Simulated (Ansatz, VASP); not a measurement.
## Sn: VASP beside Ansatz

Wanted: the spread between two codes on one cell, functional and k mesh. The cell comes out of the VASP series on this material, whose earlier steps may have relaxed, scaled or displaced it; both programs get it as it stands.

Main program and level: Ansatz 0.2.0; plane waves, with VASP 6.6.1 beside it; zone-centre phonons at PBE with D3(BJ).

**1. Starting point**

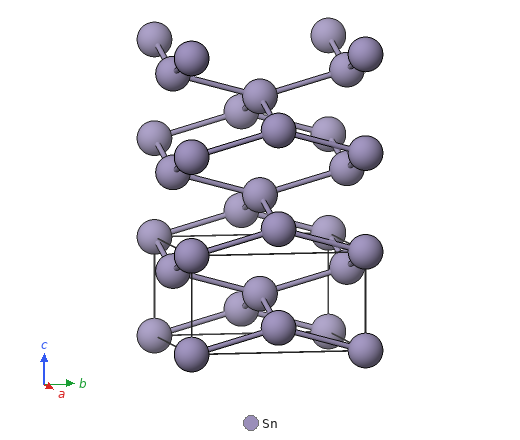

The cell as given, slightly off an axis (tin purple). 1×1×3 cells are drawn. This picture shows the conventional cell, with its axes. Some periodic images of atoms are drawn too.

**2. Ansatz: zone-centre phonons, PBE with D3(BJ)**

Ansatz runs on its default PAW (the set named soft_2) files.

Second derivatives magnify differences that forces hide, and they need a tight electronic threshold.

input.yaml

```yaml
crystal:
  lattice:
    - [-2.8984441621, 2.8984441621, 1.6181218377]
    - [2.8984441621, -2.8984441621, 1.6181218377]
    - [2.8984441621, 2.8984441621, -1.6181218377]
  atoms:
    - { symbol: Sn, position: [0.0, 0.0, 0.0] }
    - { symbol: Sn, position: [0.75, 0.25, 0.5] }
hamiltonian:
  xc: pbe
  pseudopotentials: { kind: paw }
  dispersion: d3bj
kpoints:
  mp_grid: { grid: [14, 14, 14] }
scf:
  occupations: { method: methfessel_paxton, width: 0.2 }
phonons:
  method: dfpt
  qpoints: [[0, 0, 0]]
```

Run with:

```bash
$ ansatz run input.yaml --threads 4 --pin off --max-ram 9216MiB --backend cpu --events-out ev --progress --plain --runs-dir out
```

Numbers of over 12 decimals in the logs are rounded to 6 here.

Log:

```text
zone centre: on kpoints.mp_grid the ground state, and the responses unless they are solved on pairs of k-points, stand on 428 of the mesh's 2744 k-points, reduced under 4 symmetry operations, with k and −k counted as one. Each operation leaves every solved displacement unchanged or reverses it
Engine: ansatz 0.2.0, aarch64-unknown-linux-gnu
Pseudopotentials: kind: paw
Pseudopotential: Sn, paw, valence charge 14, recommended cutoff 420 eV (normal), Sn.paw.azcp
Functional definition: PBE
  parameter kappa = 0.804
  parameter beta = 0.066725
  exchange = pbe_x(kappa = kappa, mu = beta*pi^2/3)
  correlation = pbe_c(beta = beta)
Crystal: 2 atoms, lattice volume = 54.375 Å³
Basis set: ecut = 420 eV, 1077 PW (Γ), exchange–correlation on 64×64×64 points (8 copies of the dense FFT grid, shifted against one another)
Bands: 18, of which v1, the nominal top of the filled ones, is band 14 counted from 1 (13 counted from 0)
Symmetry: 16 space group operations
k-points: 428 of 2744 (irreducible under 4 space group operations, time reversal used)
Non-local potential: Sn, projectors of the file, l = 0: 2, l = 1: 2, l = 2: 2, l = 3: 2
PAW form: soft (Blöchl's): semilocal exchange-correlation on the pseudo side does not see the compensation charge
PAW one-centre angular grid: Sn, 590 points (default); XC on 64 Gauss nodes
Initial density: superposition of atomic densities (neutral atoms: chi_scale 0, normalization atom), corrected by the library's trained network
Initial wavefunctions: pseudopotential atomic-orbital guess
Functional: x = pbe(κ = 0.804, μ = 0.219515), c = pbe(β = 0.066725)
SCF iter   1: F=—  HF=-12049.097380 eV  |F-HF|=—  |Δ(HF+E_count)|=         —  Δρ=1.18e-3  dr2=5.47e-4  ethr=1.77e-3  ⟨swp⟩=5.3  Hψ=37003  notcnv=0
preconditioner: auto → Kerker (q_TF=auto, 2.443 Å⁻¹)  [metal: Δε(μ)=0.012 eV  Ē_g=20.258 eV  σ=0.200 eV  W_gap=0.05  n_scr=16 (ndim 8)  ℏωp=26.6 eV  f_vac=0.000  D(μ)=0.95/eV (n_scr^D=4)]
SCF iter   2: F=—  HF=-12049.096307 eV  |F-HF|=—  |Δ(HF+E_count)|=   1.07e-3  S|Δr|=    0.00e0  Δρ=7.43e-4  dr2=2.65e-4  ethr=1.95e-6  ⟨swp⟩=2.0  Hψ=16857  notcnv=0
SCF iter   3: F=—  HF=-12049.096283 eV  |F-HF|=—  |Δ(HF+E_count)|=   2.43e-5  S|Δr|=    0.00e0  Δρ=3.81e-4  dr2=7.40e-5  ethr=9.48e-7  ⟨swp⟩=2.1  Hψ=13695  notcnv=0
SCF iter   4: F=—  HF=-12049.096304 eV  |F-HF|=—  |Δ(HF+E_count)|=   2.15e-5  S|Δr|=    0.00e0  Δρ=1.69e-4  dr2=8.93e-6  ethr=2.64e-7  ⟨swp⟩=2.0  Hψ=13687  notcnv=0
SCF iter   5: F=—  HF=-12049.096296 eV  |F-HF|=—  |Δ(HF+E_count)|=   8.37e-6  S|Δr|=    0.00e0  Δρ=5.76e-5  dr2=1.02e-6  ethr=3.19e-8  ⟨swp⟩=2.0  Hψ=12663  notcnv=0
SCF iter   6: F=—  HF=-12049.096295 eV  |F-HF|=—  |Δ(HF+E_count)|=   4.73e-7  S|Δr|=    0.00e0  Δρ=8.16e-6  dr2=2.00e-8  ethr=3.66e-9  ⟨swp⟩=2.0  Hψ=13676  notcnv=0
SCF iter   7: F=—  HF=-12049.096295 eV  |F-HF|=—  |Δ(HF+E_count)|=   1.35e-8  S|Δr|=    0.00e0  Δρ=3.41e-7  dr2=4.42e-11  ethr=7.16e-11  ⟨swp⟩=2.0  Hψ=13672  notcnv=0
SCF iter   8: F=-12049.096295 eV  HF=-12049.096295 eV  |F-HF|=1.09e-11  |Δ(HF+E_count)|=  2.55e-11  S|Δr|=    0.00e0  Δρ=1.16e-7  dr2=7.08e-12  ethr=1.00e-12  ⟨swp⟩=6.4  Hψ=35654  notcnv=0
SCF 1 converged in 8 iterations: F = -12049.096295 eV  dr2 = 7.08e-12
  greatest PAW one-centre occupation: 0.991 electrons in one spin orbital (limit 2), on the Sn atom at site 1 (counted from 0), in its partial waves of l = 2
DFPT response loops at Γ: preconditioner auto → Kerker (q_TF=auto, 2.443 Å⁻¹) (partly filled bands, converged f_vac=0.000); β = 1.00, the filter's whole step (`scf.mixing.beta` (0.50) is not read by the response loops under this deck's `scf.mixing.preconditioner`; to damp them name `kerker` or `kerker_dos`, under which they read `scf.mixing.beta`, and type it under 1.00, their step now; both keys bind the ground state too); Broyden in place of MSR1
SCF converged after 8 iterations
Stability not checked: this state was not tested for a lower state beside it, because cold or Methfessel-Paxton smearing, or corrected tetrahedra, fill the levels in a way that the test cannot read (fill_not_monotonic; see scf.lower_state_search)
Free energy (F): -12049.096295 eV
Harris-Foulkes:  -12049.096295 eV  (|F-HF|=1.09e-11)
Internal energy: -12049.096256 eV  (E = F + TS)
E sigma→0 (E₀):  -12049.096285 eV
Entropy (-TS):   -0.000039 eV (-0.020 meV/atom)
Fermi energy:    10.700170 eV
Step filling:    the computed levels leave a gap of 0.0130 eV = 0.1 smearing widths at the electron count; against every level under it full and every level over it empty, smearing changes F+E_penalty+E_count by -0.277 meV and its σ→0 estimate by -0.267 meV
--- Per-component energies (eV) ---
  E_band       = -164.769560
  E_kinetic    = 373.535828
  E_local      = -1702.849406  (includes V_loc(G=0)·N_el)
  E_nonlocal   = -64.699188
  E_hartree    = 1065.997400
  E_xc         = -765.329042
  E_vxc        = -192.384447  (∫ρ·V_xc dr)
  E_paw        = -8272.517593  (= ΣΔE_a)
  E_vpaw       = -710.367304  (= ΣTr[D̂ρ^β])
  E_aug_tail   = -0.000001  (compensation charges beyond the density's cutoff)
  E_ewald      = -2682.456178
  E_disp       = -0.778077  (pairwise vdW)
  E_smearing   = -0.000039  (= −TS)
  E_closure    = 0.000000  (closes the sum)
  Σ components = -12049.096295   (vs F -12049.096295, Δ=0.00e0)
--- Band table (eV; the first three rows and the last of 428) ---
  k-point 0: bands = [... 10 lower, -0.4045, 7.3259, 8.8311, 8.8311, 13.7752, 17.1261, 17.1261, 17.1884]
  k-point 1: bands = [... 10 lower, -0.3577, 6.8585, 8.8865, 9.2049, 13.9962, 16.5288, 16.8626, 17.2126]
  k-point 2: bands = [... 10 lower, -0.2173, 5.9967, 9.0520, 9.8036, 14.6412, 15.6899, 16.2252, 17.0364]
  k-point 427: bands = [... 10 lower, 3.2792, 3.2792, 5.9340, 5.9340, 15.3101, 15.3101, 20.4106, 20.4106]
--- Phonons (Γ-DFPT): 2 representative perturbations + reference, on 428 of 2744 k-points (Σ response iterations 6) ---
  k mesh reduced under 4 symmetry operations, with k and −k counted as one. Each operation leaves every solved displacement unchanged or reverses it
  ASR residual: 1.323e-4 → 0.000e0 eV/Å²; symmetrization residual: 5.833e-12 eV/Å²
  pairwise dispersion correction: d3bj (s6 = 1.0, s8 = 0.7875, a1 = 0.4289, a2_bohr = 4.4407), with the weights of each atom's references fixed at the reference crystal's, and the forces and stress that the weights' published response gives there kept as a pressure on the atom's counted neighbours (hamiltonian.dispersion)
  ASR residual per site (eV/Å²): 1.32e-4 1.32e-4
  Γ frequencies (cm⁻¹): 0.00 0.00 0.00 47.34 137.82 137.82
  non-analytic LO–TO correction: not included (Born effective charges unavailable; polar crystals: no LO–TO splitting at Γ)
--- Phonons (arbitrary-q DFPT): 1 explicit q-point ---
  q = [0, 0, 0] (of the zone-centre solve; hermiticity 1.36e-12, symmetrization 1.12e-12): -0.00 0.00 0.00 47.34 137.82 137.82
  sum rule: each row above includes the acoustic sum rule's correction from the zone centre's row sums; it moved no ω² by more than (0.55 cm⁻¹)²
```

It took 33 s on 4 threads of Arm Neoverse V1, shared host; peak memory 1.5 GiB.

**3. VASP: zone-centre phonons, PBE with D3(BJ)**

The same cell, functional, mesh and smearing now go to VASP, with its own data sets and cutoff.

Lines of VASP's logs that name or quote its potential files are left out, and so is its time.

INCAR

```
SYSTEM = Sn
PREC = Accurate
ENCUT = 400
EDIFF = 1E-08
NELM = 100
ISMEAR = 1
SIGMA = 0.2
LREAL = .FALSE.
ALGO = Normal
GGA = PE
IVDW = 12
NBANDS = 20
LORBIT = 11
LWAVE = .FALSE.
LCHARG = .FALSE.
KPAR = 2
IBRION = 6
NFREE = 2
POTIM = 0.015
ISIF = 2
NSW = 1
```

POSCAR

```
Sn
1.0
   -2.8984441621      2.8984441621      1.6181218377
    2.8984441621     -2.8984441621      1.6181218377
    2.8984441621      2.8984441621     -1.6181218377
Sn
2
Direct
    0.0000000000      0.0000000000      0.0000000000
    0.7500000000      0.2500000000      0.5000000000
```

KPOINTS

```
Automatic mesh
0
Gamma
14 14 14
0 0 0
```

PAW data sets: Sn_d (PBE family, release 64).

Run with:

```bash
$ mpirun -np 2 vasp_std
```

Log:

```text
[banner, memory and clock lines left out]
running    2 mpi-ranks, on    1 nodes
 distrk:  each k-point on    1 cores,    2 groups
 distr:  one band on    1 cores,    1 groups

 POSCAR found type information on POSCAR Sn
 POSCAR found :  1 types and       2 ions
 LDA part: xc-table for (Slater+PW92), standard interpolation
 POSCAR, INCAR and KPOINTS ok, starting setup
 FFT: planning ... GRIDC
 FFT: planning ... GRID_SOFT
 FFT: planning ... GRID
 WAVECAR not read
 entering main loop
       N       E                     dE             d eps       ncg     rms          rms(c)
DAV:   1     0.202148984318E+03    0.20215E+03   -0.12736E+04  9868   0.188E+03
DAV:   2     0.120577601601E+02   -0.19009E+03   -0.18676E+03  9848   0.411E+02
DAV:   3    -0.702079469287E+01   -0.19079E+02   -0.18931E+02 11112   0.129E+02
DAV:   4    -0.758496722928E+01   -0.56417E+00   -0.56372E+00 11064   0.250E+01
DAV:   5    -0.760770577002E+01   -0.22739E-01   -0.22738E-01 13576   0.455E+00    0.240E+00
DAV:   6    -0.759094885604E+01    0.16757E-01   -0.32380E-02 13280   0.262E+00    0.134E+00
DAV:   7    -0.758654753211E+01    0.44013E-02   -0.19817E-02 13204   0.205E+00    0.167E-01
DAV:   8    -0.758649902608E+01    0.48506E-04   -0.21752E-03 11604   0.626E-01    0.361E-02
DAV:   9    -0.758650498866E+01   -0.59626E-05   -0.65274E-05 13300   0.791E-02    0.130E-02
DAV:  10    -0.758650403665E+01    0.95201E-06   -0.81586E-06 12280   0.362E-02    0.197E-03
DAV:  11    -0.758650403216E+01    0.44888E-08   -0.47879E-07 11284   0.859E-03    0.122E-03
DAV:  12    -0.758650369082E+01    0.34134E-06   -0.46178E-08 10184   0.225E-03    0.273E-04
DAV:  13    -0.758650370920E+01   -0.18381E-07   -0.30256E-09  6692   0.575E-04    0.878E-05
DAV:  14    -0.758650370467E+01    0.45384E-08   -0.97038E-10  6124   0.351E-04
   1 F= -.83643421E+01 E0= -.83643300E+01  d E =-.364312E-04
[...]
2 F= -.83638770E+01 E0= -.83638673E+01  d E =-.291027E-04
[...]
3 F= -.83638770E+01 E0= -.83638673E+01  d E =-.290974E-04
[...]
4 F= -.83642816E+01 E0= -.83642692E+01  d E =-.372605E-04
 Finite differences progress:
  Degree of freedom:   2/  2
  Displacement:        1/  2
  Total:               3/  4
 bond charge predicted
       N       E                     dE             d eps       ncg     rms          rms(c)
DAV:   1    -0.757809355629E+01    0.83496E-02   -0.33304E+00 19048   0.113E+01    0.140E-01
DAV:   2    -0.758640535681E+01   -0.83118E-02   -0.83874E-02 24004   0.262E+00    0.558E-02
DAV:   3    -0.758644217302E+01   -0.36816E-04   -0.55142E-04 20228   0.216E-01    0.427E-02
DAV:   4    -0.758644248604E+01   -0.31302E-06   -0.55413E-05 22756   0.962E-02    0.140E-02
DAV:   5    -0.758644342900E+01   -0.94296E-06   -0.43588E-06 22732   0.196E-02    0.188E-03
DAV:   6    -0.758644314854E+01    0.28046E-06   -0.39354E-07 20116   0.898E-03    0.624E-04
DAV:   7    -0.758644312411E+01    0.24427E-07   -0.24459E-08 13752   0.196E-03    0.131E-04
DAV:   8    -0.758644315811E+01   -0.33996E-07   -0.73435E-09 10320   0.125E-03    0.480E-05
DAV:   9    -0.758644315615E+01    0.19540E-08   -0.18586E-09  9952   0.501E-04
   5 F= -.83642816E+01 E0= -.83642692E+01  d E =-.372612E-04
 Finite differences progress:
  Degree of freedom:   2/  2
  Displacement:        2/  2
  Total:               4/  4
```

Parts of OUTCAR (step 3):

```text
ion  position               nearest neighbor table
   1  0.000  0.000  0.000-   2 3.01   2 3.01   2 3.01   2 3.01
   2  0.750  0.250  0.500-   1 3.01   1 3.01   1 3.01   1 3.01

  LATTYP: Found a body centered tetragonal cell.
 ALAT       =     5.7968883242
 C/A-ratio  =     0.5582725584

 Subroutine GETGRP returns: Found 16 space group operations
 (whereof  8 operations were pure point group operations)

The static configuration has the point symmetry D_2d.
 The point group associated with its full space group is D_4h.

 Found    244 irreducible k-points:

   k-points           NKPTS =    244   k-points in BZ     NKDIM =    244   number of bands    NBANDS=     20

   dimension x,y,z NGX =    30 NGY =   30 NGZ =   30
   dimension x,y,z NGXF=    60 NGYF=   60 NGZF=   60

   ENCUT  =  400.0 eV  29.40 Ry    5.42 a.u.   7.19  7.19  7.19*2*pi/ulx,y,z

   NELECT =      28.0000    total number of electrons

 k-points in reciprocal lattice and weights: Automatic mesh
   0.00000000  0.00000000  0.00000000       0.000
   0.07142857 -0.00000000  0.00000000       0.003
   0.14285714  0.00000000  0.00000000       0.003
   0.21428571  0.00000000 -0.00000000       0.003
   0.28571429  0.00000000  0.00000000       0.003
   0.35714286  0.00000000 -0.00000000       0.003
   0.42857143  0.00000000 -0.00000000       0.003
   0.50000000 -0.00000000  0.00000000       0.001
   0.07142857  0.07142857  0.00000000       0.003
[...]
-0.42857143 -0.42857143  0.42857143       0.001
   0.50000000  0.50000000  0.50000000       0.000

 Edisp (eV)   -0.77784

 average (electrostatic) potential at core
       1 -99.0870       2 -99.0870

 E-fermi :   7.9377

 k-point     1 :       0.0000    0.0000    0.0000
  band No.  band energies     occupation
    ...
     10     -13.2010      2.00000
     11      -3.1669      2.00000
     12       4.5619      2.00000
     13       6.0627      2.00000
     14       6.0758      2.00000
     15      11.0150     -0.00000
     16      14.3477      0.00000
     17      14.3758      0.00000
     18      14.4254      0.00000
     19      14.5182      0.00000
    ...

 k-point     2 :       0.0714   -0.0000    0.0000
  band No.  band energies     occupation
    ...
     10     -13.2046      2.00000
     11      -3.0683      2.00000
     12       4.3791      2.00000
     13       6.0631      2.00000
     14       6.4432      2.00000
     15      11.1867     -0.00000
     16      13.4114      0.00000
     17      13.6617      0.00000
     18      14.1449      0.00000
     19      14.3305      0.00000
    ...

 k-point     3 :       0.1429    0.0000    0.0000
  band No.  band energies     occupation
    ...
     10     -13.2141      2.00000
     11      -2.7725      2.00000
     12       4.0945      2.00000
     13       6.0781      2.00000
     14       7.2661      2.00002
     15      11.5739     -0.00000
     16      11.6740     -0.00000
     17      12.1408      0.00000
     18      13.4294      0.00000
     19      13.9972      0.00000
    ...

 Edisp (eV)   -0.77784

  Total       0.21793     0.11022    -0.29145     0.00000     0.00000     0.00000
  in kB       6.42150     3.24777    -8.58770     0.00000     0.00000     0.00000
  external pressure =        0.36 kB  Pullay stress =        0.00 kB

  energy-cutoff  :      400.00
  volume of cell :       54.38
      direct lattice vectors                 reciprocal lattice vectors
    -2.898444162  2.898444162  1.618121838     0.000000000  0.172506342  0.309000218
     2.898444162 -2.898444162  1.618121838     0.172506342  0.000000000  0.309000218
     2.898444162  2.898444162 -1.618121838     0.172506342  0.172506342  0.000000000

 POSITION                                       TOTAL-FORCE (eV/Angst)
 -----------------------------------------------------------------------------------
      0.00000      0.00000     -0.01500         0.000000     -0.000000      0.007569
      0.00000      2.89844      0.80906        -0.000000      0.000000     -0.007569
 -----------------------------------------------------------------------------------
    total drift:                               -0.000001     -0.000001     -0.000137

  FREE ENERGIE OF THE ION-ELECTRON SYSTEM (eV)
  ---------------------------------------------------
  free  energy   TOTEN  =        -8.3642816279 eV

  energy  without entropy=       -8.3642443667  energy(sigma->0) =       -8.36426921

 Eigenvectors and eigenvalues of the dynamical matrix
 ----------------------------------------------------

   1 f  =    4.131343 THz    25.957995 2PiTHz  137.806774 cm-1    17.085855 meV
             X         Y         Z           dx          dy          dz
      0.000000  0.000000  0.000000     0.000000   -0.707107    0.000000
      0.000000  2.898444  0.809061     0.000000    0.707107    0.000000

   2 f  =    4.131343 THz    25.957995 2PiTHz  137.806774 cm-1    17.085855 meV
             X         Y         Z           dx          dy          dz
      0.000000  0.000000  0.000000    -0.707107    0.000000    0.000000
      0.000000  2.898444  0.809061     0.707107    0.000000    0.000000

   3 f  =    1.441069 THz     9.054505 2PiTHz   48.068895 cm-1     5.959781 meV
             X         Y         Z           dx          dy          dz
      0.000000  0.000000  0.000000     0.000000    0.000000   -0.707107
      0.000000  2.898444  0.809061     0.000000    0.000000    0.707107

   4 f  =    0.000000 THz     0.000000 2PiTHz    0.000000 cm-1     0.000000 meV
             X         Y         Z           dx          dy          dz
      0.000000  0.000000  0.000000     0.707107    0.000000    0.000000
      0.000000  2.898444  0.809061     0.707107    0.000000    0.000000

   5 f  =    0.000000 THz     0.000000 2PiTHz    0.000000 cm-1     0.000000 meV
             X         Y         Z           dx          dy          dz
      0.000000  0.000000  0.000000     0.000000    0.707107    0.000000
      0.000000  2.898444  0.809061     0.000000    0.707107    0.000000

   6 f/i=    0.000000 THz     0.000000 2PiTHz    0.000000 cm-1     0.000000 meV
             X         Y         Z           dx          dy          dz
      0.000000  0.000000  0.000000     0.000000    0.000000    0.707107
      0.000000  2.898444  0.809061     0.000000    0.000000    0.707107

 ELASTIC MODULI CONTR FROM IONIC RELAXATION (kBar)
 Direction    XX          YY          ZZ          XY          YZ          ZX
 --------------------------------------------------------------------------------
 XX        -752.9982    752.9982      0.0000      0.0000      0.0000      0.0000
 YY         752.9982   -752.9982      0.0000      0.0000      0.0000      0.0000
 ZZ           0.0000      0.0000      0.0000      0.0000      0.0000      0.0000
 XY           0.0000      0.0000      0.0000      0.0000      0.0000      0.0000
 YZ           0.0000      0.0000      0.0000      0.0000    -46.7557      0.0000
 ZX           0.0000      0.0000      0.0000      0.0000      0.0000    -46.7559
 --------------------------------------------------------------------------------

 total charge
# of ion       s       p       d       tot
------------------------------------------
    1        1.234   1.018   9.975  12.228
    2        1.234   1.018   9.975  12.228
--------------------------------------------------
tot          2.469   2.036  19.951  24.456

[... 3 further parts left out ...]
```

CONTCAR:

```
Sn
   1.00000000000000
    -2.8984441621000001    2.8984441621000001    1.6181218377000000
     2.8984441621000001   -2.8984441621000001    1.6181218377000000
     2.8984441621000001    2.8984441621000001   -1.6181218377000000
  Sn
     2
Direct
    -0.0046350032644393   -0.0046350032644393    0.0000000000000000
     0.7500000000000000    0.2500000000000000    0.5000000000000000
```

**4. Differences**

Known differences besides the PAW data sets themselves: the cutoff is 420 eV in Ansatz and 400 eV in VASP; VASP leaves aspherical gradient terms in its spheres out (LASPH is not set), Ansatz keeps them; Ansatz takes the dispersion share of the force constants at frozen C6 weights, VASP differentiates the full forces; VASP uses finite displacements, Ansatz perturbation theory. Total energies have different zeros and are not compared.

Compared:

| quantity | Ansatz | VASP | difference |
| --- | --- | --- | --- |
| mode 4 (cm⁻¹) | 47.3 | 48.1 | -0.7 |
| mode 5 to 6 (cm⁻¹) | 137.8 | 137.8 | +0.01 % |

**5. Results**

```
difference in mode 4 (zone-centre phonons, PBE with D3(BJ)) : -0.73 cm⁻¹
```

**Reading.** The difference in mode 4 is -0.73 cm⁻¹ (zone-centre phonons, PBE with D3(BJ)). 1 further run on this material is not shown. How closely two codes agree says nothing of how well the functional describes the real material.

[Lines on the potential files, build, host, timing and source positions are cut from VASP's logs without a mark.]

[Logs are printed without paths, hosts, clocks, repeated set-up lines and the standing remarks that a program may print on its own settings, such as how far it seeks lower states.]

[Hosts, paths, dates, database ids (printed as entryN), source tags and the programs' standing remarks are cut or masked in the printed files.]
